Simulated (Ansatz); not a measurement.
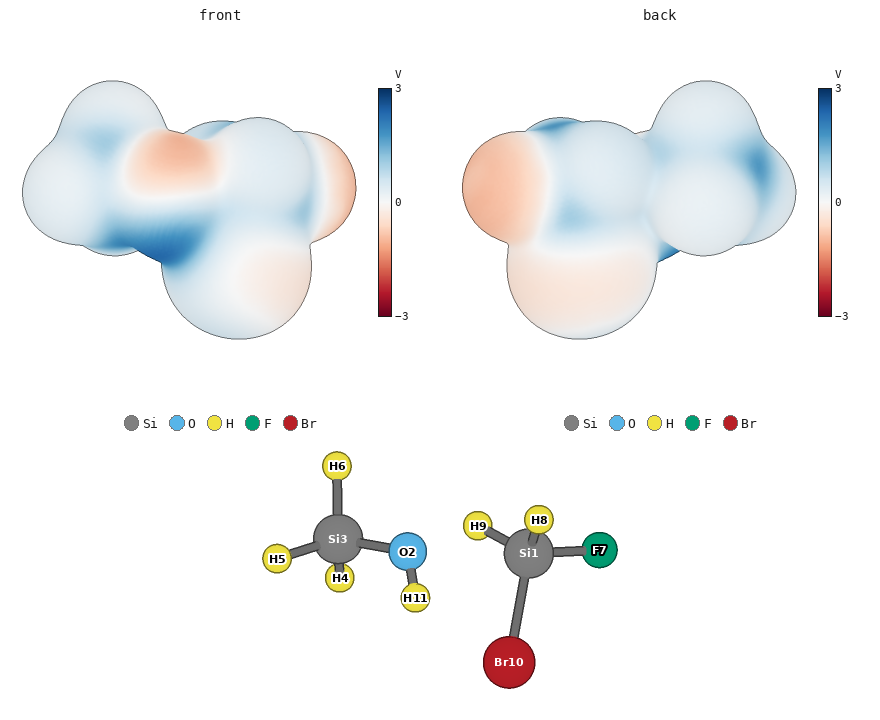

*BrFH₂Si···H₄OSi. The molecular electrostatic potential painted on the density surface at 0.002 e/bohr³, seen from the front and from behind; red is negative and blue positive. The bare structure is drawn below in the same view.*

The calculation used RKS PBE-D4/def2-SVP in Ansatz.

```xyz
11

Si    0.3969   -0.1826   -0.3090
O    -0.0133   -0.0421    2.4764
Si   -1.5204   -0.5688    3.0499
H    -1.9688   -1.8307    2.3575
H    -1.4739   -0.8213    4.5342
H    -2.4718    0.5496    2.7478
F     0.6028   -0.1774   -1.9327
H     1.0379    1.0556    0.2163
H    -1.0657   -0.3647   -0.0722
Br    1.5163   -1.9954    0.4353
H     0.7125   -0.6876    2.5952
```

Q: Which sites attract a positive test charge, and which a negative one?

A: A positive charge is drawn to the negative regions and a negative charge to the positive ones. The most negative region (about −0.9 V, or −21 kcal/mol for a unit charge) lies over O2 and F7, the most positive (about +2.2 V, or +51 kcal/mol for a unit charge) over H11.
